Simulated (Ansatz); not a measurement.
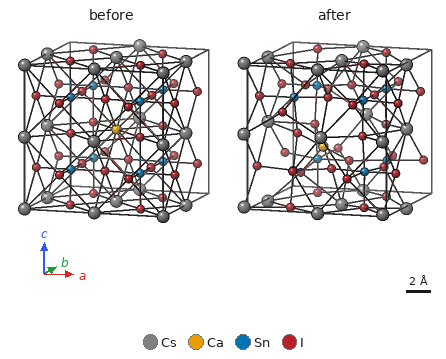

The structure of a defect cell of composition Cs7CaSn8I24 before (left) and after (right) a relaxation, at one scale.

A ball-and-stick model of the cell of the calculation (origin shifted), seen slightly off an axis.

The calculation used DFT, PBEsol, PAW, plane waves in Ansatz 0.2.0.

Input
```yaml
crystal:
  lattice:
    - [12.314462, 0.000000, 0.000000]
    - [0.000000, 12.314462, 0.000000]
    - [0.000000, 0.000000, 12.314462]
  atoms:
    - { symbol: Cs, position: [0.998257, 0.003320, 0.000902] }
    - { symbol: Cs, position: [0.997944, 0.001299, 0.500327] }
    - { symbol: Cs, position: [0.999215, 0.500039, 0.998918] }
    - { symbol: Cs, position: [0.999306, 0.498897, 0.500664] }
    - { symbol: Cs, position: [0.502429, 0.999313, 0.001501] }
    - { symbol: Cs, position: [0.499556, 0.999763, 0.498292] }
    - { symbol: Cs, position: [0.498384, 0.498673, 0.000336] }
    - { symbol: Ca, position: [0.499627, 0.498019, 0.499802], spin: 1 }
    - { symbol: Sn, position: [0.250740, 0.251364, 0.249440] }
    - { symbol: Sn, position: [0.249566, 0.250858, 0.751197] }
    - { symbol: Sn, position: [0.252537, 0.749502, 0.248447] }
    - { symbol: Sn, position: [0.248164, 0.750560, 0.749358] }
    - { symbol: Sn, position: [0.751373, 0.249905, 0.248789] }
    - { symbol: Sn, position: [0.750791, 0.249105, 0.748455] }
    - { symbol: Sn, position: [0.752399, 0.749636, 0.249408] }
    - { symbol: Sn, position: [0.750147, 0.750818, 0.749271] }
    - { symbol: I, position: [0.247234, 0.249235, 0.002110] }
    - { symbol: I, position: [0.250169, 0.251381, 0.499868] }
    - { symbol: I, position: [0.250146, 0.748978, 0.000447] }
    - { symbol: I, position: [0.248890, 0.749922, 0.497650] }
    - { symbol: I, position: [0.754289, 0.249293, 0.000213] }
    - { symbol: I, position: [0.751140, 0.248576, 0.499687] }
    - { symbol: I, position: [0.749110, 0.749309, 0.997807] }
    - { symbol: I, position: [0.751546, 0.748425, 0.498971] }
    - { symbol: I, position: [0.001838, 0.250161, 0.250801] }
    - { symbol: I, position: [0.999700, 0.251340, 0.748946] }
    - { symbol: I, position: [0.999845, 0.750181, 0.248395] }
    - { symbol: I, position: [0.999069, 0.752057, 0.749108] }
    - { symbol: I, position: [0.497326, 0.251731, 0.251308] }
    - { symbol: I, position: [0.500711, 0.248552, 0.751718] }
    - { symbol: I, position: [0.502735, 0.749030, 0.251595] }
    - { symbol: I, position: [0.502077, 0.750333, 0.751424] }
    - { symbol: I, position: [0.251458, 0.998682, 0.251203] }
    - { symbol: I, position: [0.250269, 0.998742, 0.748499] }
    - { symbol: I, position: [0.249796, 0.502945, 0.249368] }
    - { symbol: I, position: [0.250575, 0.497366, 0.752191] }
    - { symbol: I, position: [0.750894, 0.998099, 0.251033] }
    - { symbol: I, position: [0.747714, 0.999510, 0.751007] }
    - { symbol: I, position: [0.748831, 0.495925, 0.248667] }
    - { symbol: I, position: [0.753746, 0.497613, 0.751302] }
  symmetry: { detect: false }
kpoints:
  mp_grid: { grid: [1, 1, 1], shift: [0.25, 0.25, 0.25] }
hamiltonian:
  xc: pbesol
magnetization:
  spin_polarized: true
scf:
  occupations: { method: fermi_dirac, width: 0.01 }
relax:
  f_tol: 0.03
  max_steps: 80
  escape_saddle: false
  adjacent_minimum: "off"
output:
  forces: true
  eigenvalues: true
  populations: true
```

Command:
```bash
ansatz run in.yaml --threads 8 --pin off --max-ram 118750MiB --runs-dir r --events-out ev --progress --plain --backend cuda --devices 0, --max-vram 170GiB
```

**What changed between the two?**

Over 21 geometry steps the energy falls by 1.905 eV per cell of the calculation. The largest force component goes from 0.18 to 0.013 eV/Å. The forces were under the threshold at step 2, but the run went on from there. The largest move is that of Ca8, 2.15 Å along [−1 0 −1]. Largest moves by element: Ca 2.15 Å, I 0.95 Å, Cs 0.50 Å, Sn 0.18 Å. The lattice vectors keep their values. Some distances before and after: Ca8–I40 4.403 → 6.547 Å, Ca8–I30 4.366 → 6.087 Å, Ca8–I32 4.388 → 5.964 Å, Ca8–I22 4.362 → 5.870 Å. Among the angles between lasting bonds that change: Sn9–I33–Sn11 179.0° → 142.9°, Sn9–I18–Sn10 179.9° → 145.6°, Sn11–I31–Sn15 178.8° → 149.6°. The run took 23 s on 1 × NVIDIA GB200 with 8 threads of Arm Neoverse-V2, peak memory 2.4 GiB.
